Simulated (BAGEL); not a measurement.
**SiHSF2 (SMILES F[SiH](F)[S]): UHF/3-21G (density fitting with qzvpp-jkfit)**

What is the vertical doublet–quartet gap of SiHSF2 at UHF/3-21G (density fitting with qzvpp-jkfit)? 

Program for the calculation: BAGEL 1.2.2.

5 further runs of the same task are left out: 2 that didn't finish, 3 set aside as unsound or not needed. Runs told in other sessions of the task aren't counted.

## Step 1: The system as given

SiHSF2 has 5 atoms, charge 0, and is taken as a doublet. SMILES: `F[SiH](F)[S]`. The coordinates come from a PBE0-D4/def2-TZVP relaxation.

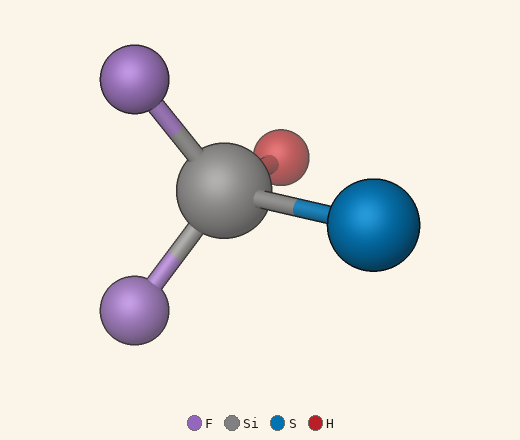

The structure, seen from a chosen angle (fluorine purple, silicon grey, sulfur blue, hydrogen red).

## Step 2: The energy at UHF/3-21G (density fitting with qzvpp-jkfit)

calc.json reads:

```json
{ "bagel": [

{
  "title": "molecule",
  "basis": "3-21g",
  "df_basis": "qzvpp-jkfit",
  "angstrom": true,
  "geometry": [
    { "atom": "F", "xyz": [      -0.294700,      -0.440200,       1.515400 ] },
    { "atom": "Si", "xyz": [       0.087400,       0.010000,       0.046800 ] },
    { "atom": "F", "xyz": [       0.080600,       1.592500,       0.075600 ] },
    { "atom": "S", "xyz": [      -1.256200,      -0.752800,      -1.380300 ] },
    { "atom": "H", "xyz": [       1.432800,      -0.483300,      -0.298900 ] }
  ]
},

{
  "title": "uhf",
  "nopen": 1
},

{
  "title": "print",
  "file": "orbitals.molden",
  "orbitals": true
}

]}
```

The run is started by

```console
BAGEL_NUM_THREADS=1 BAGEL calc.json > calc.out
```

The log of the run:

```text
* using 1 threads per process

  ===============================================================
  ===============================================================

  *** Geometry ***

  { "atom" : "F", "xyz" : [     -0.556902,     -0.831857,      2.863691 ] },
  { "atom" : "Si", "xyz" : [      0.165162,      0.018897,      0.088439 ] },
  { "atom" : "F", "xyz" : [      0.152312,      3.009389,      0.142863 ] },
  { "atom" : "S", "xyz" : [     -2.373874,     -1.422586,     -2.608389 ] },
  { "atom" : "H", "xyz" : [      2.707600,     -0.913305,     -0.564839 ] },

  Number of auxiliary basis functions:      428

  Since a DF basis is specified, we compute 2- and 3-index integrals:
    o Being stored without compression. Storage requirement is 0.007 GB

  Number of basis functions:       46
  Number of electrons      :       49

    * METHOD: MOLECULE                             0.10

  *** Open-shell HF ***

  === Nuclear Repulsion ===
   219.0488923689

      * DIIS with orbital gradients will be used.

  === UHF iteration (3-21g) ===
      0       -881.30118789          0.05666162           0.05
      1       -881.42622013          0.03278320           0.04
      2       -881.45598209          0.01824953           0.05
      3       -881.46846587          0.00120362           0.05
      4       -881.46908095          0.00068034           0.05
      5       -881.46935702          0.00045846           0.05
      6       -881.46957278          0.00014670           0.05
      7       -881.46959155          0.00004774           0.05
      8       -881.46959346          0.00001159           0.05
      9       -881.46959358          0.00000459           0.05
     10       -881.46959362          0.00000150           0.05
     11       -881.46959364          0.00000052           0.05
     12       -881.46959365          0.00000027           0.05
     13       -881.46959365          0.00000015           0.05
     14       -881.46959365          0.00000007           0.05
     15       -881.46959365          0.00000003           0.05
     16       -881.46959365          0.00000002           0.04
     17       -881.46959365          0.00000002           0.04
     18       -881.46959365          0.00000001           0.04
     19       -881.46959365          0.00000001           0.04
     20       -881.46959365          0.00000001           0.04
     21       -881.46959365          0.00000001           0.04
     22       -881.46959365          0.00000001           0.05
     23       -881.46959365          0.00000001           0.04
    * SCF iteration converged.

    * S^2 (UHF) is 0.7524

    * Permanent dipole moment:
           (   -0.565952,     0.240356,     0.192083) a.u.

    * METHOD: UHF                                  1.17

    * METHOD: PRINT                                0.00

  ===============================================================
```

Wall time 1.4 s (1 thread of Arm Neoverse V2, shared host).

## Step 3: The quartet, same level

hf.json reads:

```json
{ "bagel": [

{
  "title": "molecule",
  "basis": "3-21g",
  "df_basis": "qzvpp-jkfit",
  "angstrom": "true",
  "geometry": [
    { "atom": "F", "xyz": [   -0.294700,   -0.440200,    1.515400 ] },
    { "atom": "Si", "xyz": [    0.087400,    0.010000,    0.046800 ] },
    { "atom": "F", "xyz": [    0.080600,    1.592500,    0.075600 ] },
    { "atom": "S", "xyz": [   -1.256200,   -0.752800,   -1.380300 ] },
    { "atom": "H", "xyz": [    1.432800,   -0.483300,   -0.298900 ] }
  ]
},
{
  "title": "uhf",
  "nopen": 3
},
{
  "title": "print",
  "file": "orbitals.molden",
  "orbitals": "true"
}

]}
```

The run is started by

```console
BAGEL_NUM_THREADS=1 BAGEL hf.json > hf.out
```

The log of the run:

```text
* using 1 threads per process

  ===============================================================
  ===============================================================

  *** Geometry ***

  { "atom" : "F", "xyz" : [     -0.556902,     -0.831857,      2.863691 ] },
  { "atom" : "Si", "xyz" : [      0.165162,      0.018897,      0.088439 ] },
  { "atom" : "F", "xyz" : [      0.152312,      3.009389,      0.142863 ] },
  { "atom" : "S", "xyz" : [     -2.373874,     -1.422586,     -2.608389 ] },
  { "atom" : "H", "xyz" : [      2.707600,     -0.913305,     -0.564839 ] },

  Number of auxiliary basis functions:      428

  Since a DF basis is specified, we compute 2- and 3-index integrals:
    o Being stored without compression. Storage requirement is 0.007 GB

  Number of basis functions:       46
  Number of electrons      :       49

    * METHOD: MOLECULE                             0.10

  *** Open-shell HF ***

  === Nuclear Repulsion ===
   219.0488923689

      * DIIS with orbital gradients will be used.

  === UHF iteration (3-21g) ===
      0       -880.95857984          0.05914752           0.05
      1       -881.12439249          0.03996920           0.05
      2       -881.17978447          0.02314089           0.05
      3       -881.20432231          0.00208956           0.05
      4       -881.20962051          0.00106060           0.05
      5       -881.21124482          0.00051615           0.05
      6       -881.21156170          0.00030489           0.05
      7       -881.21165879          0.00019813           0.04
      8       -881.21170544          0.00011439           0.05
      9       -881.21172686          0.00006210           0.05
     10       -881.21173417          0.00001944           0.05
     11       -881.21173458          0.00000697           0.05
     12       -881.21173464          0.00000413           0.05
     13       -881.21173467          0.00000208           0.05
     14       -881.21173468          0.00000085           0.04
     15       -881.21173468          0.00000035           0.05
     16       -881.21173468          0.00000025           0.05
     17       -881.21173468          0.00000020           0.05
     18       -881.21173468          0.00000012           0.04
     19       -881.21173468          0.00000006           0.05
     20       -881.21173468          0.00000003           0.05
     21       -881.21173468          0.00000002           0.05
     22       -881.21173468          0.00000001           0.05
     23       -881.21173468          0.00000000           0.05
    * SCF iteration converged.

    * S^2 (UHF) is 3.7544

    * Permanent dipole moment:
           (    0.425103,     0.774979,     1.205078) a.u.

    * METHOD: UHF                                  1.17

    * METHOD: PRINT                                0.00

  ===============================================================
```

Run time: 1.4 s. Hardware: 1 thread of Arm Neoverse V2, shared host.

## Step 4: Summary of results

Level: UHF/3-21G (density fitting with qzvpp-jkfit).

| quantity | value |
| --- | --- |
| doublet: total energy | -881.46959 Eh |
| doublet: dipole moment | 1.64 D |
| doublet: ⟨S²⟩ | 0.752 |
| quartet: total energy | -881.21173 Eh |
| quartet: dipole moment | 3.80 D |
| quartet: ⟨S²⟩ | 3.754 |
| vertical energy of the quartet above the doublet | 7.017 eV |

What this shows: At this shape the quartet lies 7.02 eV (677 kJ/mol) above the doublet.
